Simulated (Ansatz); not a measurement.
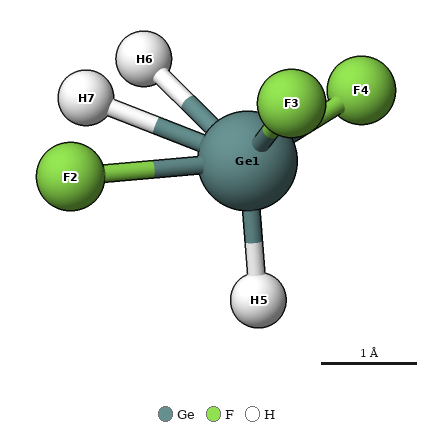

**Figure 1.** The structure (ball-and-stick view, seen at a tilt; atoms are numbered from 1 in the order of the input). Sticks mark near contacts.

## GeH₃F₃: phonon calculation

The run: phonon calculation of GeH₃F₃. Method and program: RHF/def2-SVP (Ansatz 0.2.0).

It belongs to a series of runs on one base structure; here: vibrations at the highest image of the band. Figures and captions count atoms from 1; the log counts them from 0 in places.

The input:
```yaml
crystal:
  periodic: [false, false, false]
  atoms:
    - { symbol: Ge, position_ang: [-0.264563, -0.064857, -0.066282] }
    - { symbol: F, position_ang: [-0.208729, -0.807597, 1.755135] }
    - { symbol: F, position_ang: [1.304099, 0.548257, 0.11785] }
    - { symbol: F, position_ang: [-0.880095, 1.060801, -1.214991] }
    - { symbol: H, position_ang: [-0.493554, -1.407754, -0.696276] }
    - { symbol: H, position_ang: [-1.430722, 0.697837, 1.006981] }
    - { symbol: H, position_ang: [-1.034936, 0.089213, 1.604582] }
basis:
  gaussian: { orbitals: def2-SVP }
hamiltonian:
  xc: hf
phonons: {}
```

Machine: 1 thread of Arm Neoverse V2, 24 GiB of memory available, shared host.

Launch command:
```bash
ansatz run input.yaml --threads 1 --pin off --max-ram 2048MiB --backend cpu --events-out ev --progress --plain --runs-dir out
```

Output:
```
Engine: ansatz 0.2.0, aarch64-unknown-linux-gnu
Functional definition: HF
  exchange = exact_x
  correlation = 0
919 factors; integrals over basis functions are off by at most 3.4e-4 eV
mean field evaluation 1: about -64620.7934 eV, gradient 4.3e1 eV
mean field evaluation 2: about -64620.8327 eV, gradient 4.4e1 eV
mean field evaluation 4: about -64624.3615 eV, gradient 2.1e0 eV
mean field evaluation 8: about -64624.3855 eV, gradient 1.6e-4 eV
mean field -64624.38548056 eV, -2374.9023624289 hartree, gradient 2.6e-5 eV, S^2 0.000000; 0 other end points of the search recorded, 0 dependent functions left out
the calculation of the forces begins
reference -64624.38548056 eV, -2374.9023624289 hartree; 31, 31 occupied and 58, 58 virtual orbitals, 919 factors
these checks for a lower state are left out or cut short: stability, starts, cluster_reference, orbital_swaps, neighbouring_geometries, increment
919 factors; integrals over basis functions are off by at most 3.4e-4 eV
mean field evaluation 16: about -64624.3853 eV, gradient 4.6e-3 eV
mean field -64624.38534995 eV, -2374.9023576289 hartree, gradient 2.8e-6 eV, S^2 0.000000; 0 other end points of the search recorded, 0 dependent functions left out
[... from here on the field's lines of each further geometry are left out, up to the last ...]
the calculation of the forces begins
reference -64624.38548233 eV, -2374.9023624940 hartree; 31, 31 occupied and 58, 58 virtual orbitals, 919 factors
these checks for a lower state are left out or cut short: stability, starts, cluster_reference, orbital_swaps, neighbouring_geometries, increment
919 factors; integrals over basis functions are off by at most 3.5e-4 eV
mean field evaluation 384: about -64624.3854 eV, gradient 3.2e-4 eV
mean field -64624.38542759 eV, -2374.9023604823 hartree, gradient 2.8e-6 eV, S^2 0.000000; 0 other end points of the search recorded, 0 dependent functions left out
the calculation of the forces begins
reference -64624.38542759 eV, -2374.9023604823 hartree; 31, 31 occupied and 58, 58 virtual orbitals, 919 factors
WARN: phonons: modes at or below zero, which the zero-point energy, F, S and C_V leave out: 1, the lowest at -1583.02 cm⁻¹. A minimum has none, and a first-order saddle one
Total energy: -64624.38548056 eV, -2374.9023624289 hartree
Atom 0 at    -0.264563    -0.064857    -0.066282 Å, force     0.000615     0.003925    -0.007825 eV/Å
Atom 1 at    -0.208729    -0.807597     1.755135 Å, force    -0.014458     0.016779    -0.010235 eV/Å
Atom 2 at     1.304099     0.548257     0.117850 Å, force     0.011852    -0.007447     0.000539 eV/Å
Atom 3 at    -0.880095     1.060801    -1.214991 Å, force    -0.008513    -0.003645     0.006464 eV/Å
Atom 4 at    -0.493554    -1.407754    -0.696276 Å, force     0.007913    -0.001706    -0.000523 eV/Å
Atom 5 at    -1.430722     0.697837     1.006981 Å, force    -0.003828     0.005336     0.000591 eV/Å
Atom 6 at    -1.034936     0.089213     1.604582 Å, force     0.006418    -0.013242     0.010989 eV/Å
Dipole moment:    -0.415498    -0.275594     0.049041 e Å
Vibrations: -1583.02 149.24 251.39 293.47 368.79 547.75 727.01 751.31 808.11 927.73 1171.13 1277.32 1912.20 2277.26 2424.66 cm⁻¹, zero-point energy 0.860907 eV
```

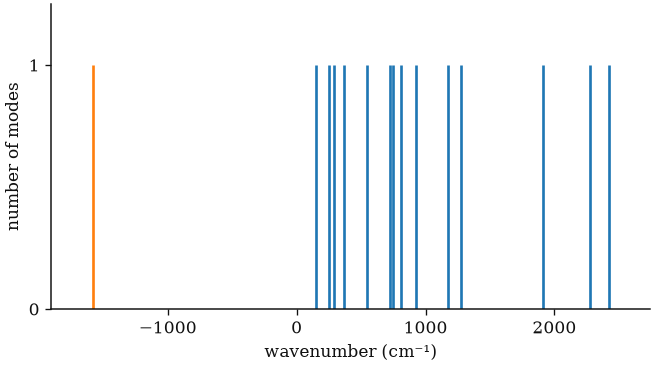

**Figure 2.** Harmonic vibrational wavenumbers from the force constants; neighbouring modes closer than 18 cm⁻¹ are counted in one stick, and imaginary ones are drawn at negative wavenumbers. 15 modes from 1583i to 2425 cm⁻¹, 1 imaginary beyond 8i (1583i cm⁻¹): a first-order saddle point, if the geometry is stationary.

Results in brief:

```csv
quantity,value
outcome,converged
total energy,−64624.3855 eV
mean-field energy,−64624.3855 eV
largest force (length of the vector),0.024 eV/Å
wall time,61 s
peak memory,0.17 GiB
```
